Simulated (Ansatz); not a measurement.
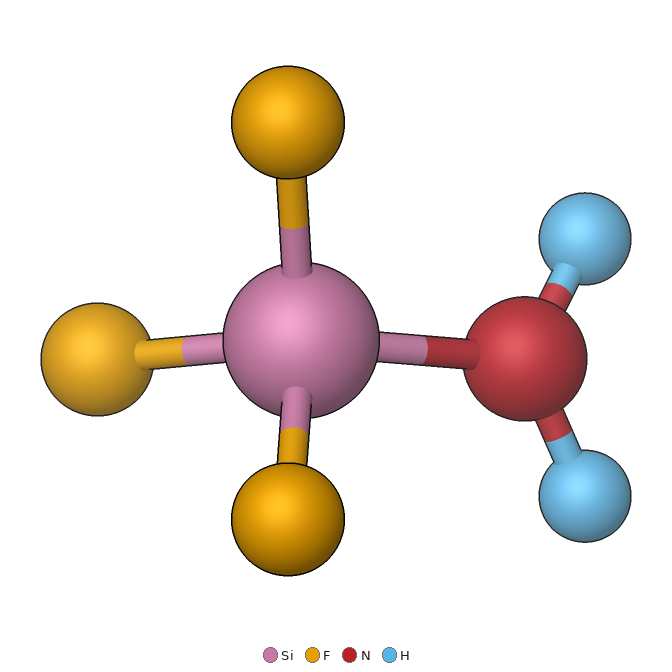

The computed structure is the end point of a PBE0-D4/def2-TZVP optimisation. Properties computed with RKS PBE-D4/def2-TZVPP (Ansatz 0.2.0).

Question: What is the dispersion correction?

Answer: −12.4 kJ/mol.
